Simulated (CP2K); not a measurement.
Consider 2-isocyanopyrrole at its PBE geometry (Å).

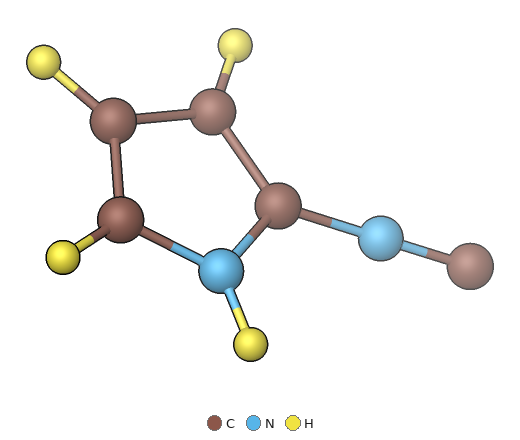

The molecule (carbon brown, nitrogen blue, hydrogen yellow).

```xyz
11

C     3.2984   -0.5660    0.2651
N     2.1373   -0.3296    0.1705
C     0.8080   -0.0498    0.0588
C     0.1406    1.1600   -0.0918
C    -1.2443    0.8570   -0.1577
C    -1.3867   -0.5177   -0.0468
N    -0.1315   -1.0622    0.0828
H     0.6141    2.1329   -0.1458
H    -2.0561    1.5662   -0.2726
H    -2.2698   -1.1453   -0.0494
H     0.0899   -2.0455    0.1869
```

Method: CP2K XAS_TDP, all-electron GAPW, PBEh(45%), aug-cc-pVDZ, TDA, GW2X-corrected core level, no relativity.

Q: Predict the bright core excitations at the C K edge.

Leading lines: C1 288.44 eV, C3 288.97 eV, C4 287.50 eV, C5 288.07 eV and C6 288.08 eV. The leading line of an atom is its first one with 35 % of the strongest within 2.5 eV of its lowest line over the strength cut. Core ionisation energies at this level: C4 291.93, C5 291.91, C6 292.80, C1 294.48 and C3 293.69 eV.

The first six lines of each atom with a strength over 0.0015:

| atom | energy (eV) | states | strength, one atom | above the computed threshold |
| --- | --- | --- | --- | --- |
| C1 (bonded to N) | 288.44 | 1 | 0.0713 |  |
|  | 288.60 | 1 | 0.0635 |  |
|  | 294.39 | 1 | 0.0064 |  |
|  | 294.42 | 1 | 0.0016 |  |
|  | 295.34 | 1 | 0.0037 | yes |
|  | 295.48 | 1 | 0.0025 | yes |
| C3 (bonded to C and 2 N) | 288.97 | 1 | 0.0415 |  |
|  | 291.33 | 1 | 0.0071 |  |
|  | 291.82 | 1 | 0.0023 |  |
|  | 292.40 | 1 | 0.0051 |  |
|  | 292.79 | 1 | 0.0138 |  |
|  | 293.02 | 1 | 0.0115 |  |
| C4 (bonded to 2 C and H) | 287.50 | 1 | 0.0443 |  |
|  | 290.07 | 1 | 0.0082 |  |
|  | 290.09 | 1 | 0.0053 |  |
|  | 290.66 | 1 | 0.0047 |  |
|  | 290.76 | 1 | 0.0025 |  |
|  | 291.38 | 1 | 0.0032 |  |
| C5 (bonded to 2 C and H) | 288.07 | 1 | 0.0490 |  |
|  | 289.23 | 1 | 0.0036 |  |
|  | 289.96 | 1 | 0.0079 |  |
|  | 290.65 | 1 | 0.0025 |  |
|  | 291.22 | 1 | 0.0020 |  |
|  | 291.40 | 1 | 0.0029 |  |
| C6 (bonded to C, N and H) | 288.08 | 1 | 0.0503 |  |
|  | 290.46 | 1 | 0.0112 |  |
|  | 291.12 | 1 | 0.0030 |  |
|  | 291.44 | 1 | 0.0033 |  |
|  | 292.07 | 1 | 0.0027 |  |
|  | 292.23 | 1 | 0.0037 |  |

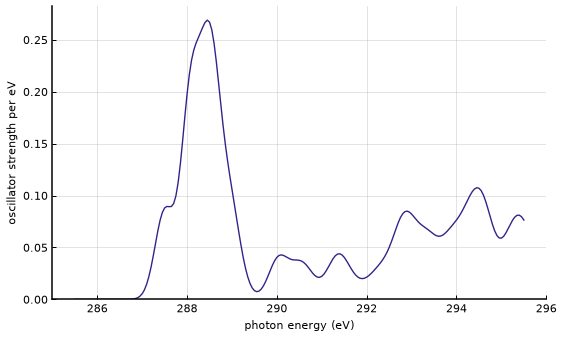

All atoms added, broadened by 0.5 eV.

Lines are vertical, at one geometry, with no vibrational structure. GW2X ionisation energies and lines can be off by 1 to 2 eV either way, and a good line position may hide errors that cancel. These values hold no scalar relativity, about 0.1 eV for C 1s. Rydberg lines, and the discretised continuum above threshold, depend on the basis and the box.

[Banner, clock and machine lines of the logs are left out without a mark of their own.]

[Logs are printed without paths, hosts, clocks, repeated set-up lines and the standing remarks that a program may print on its own settings, such as how far it seeks lower states.]

[Hosts, paths, dates, database ids (printed as entryN), source tags and the programs' standing remarks are cut or masked in the printed files.]
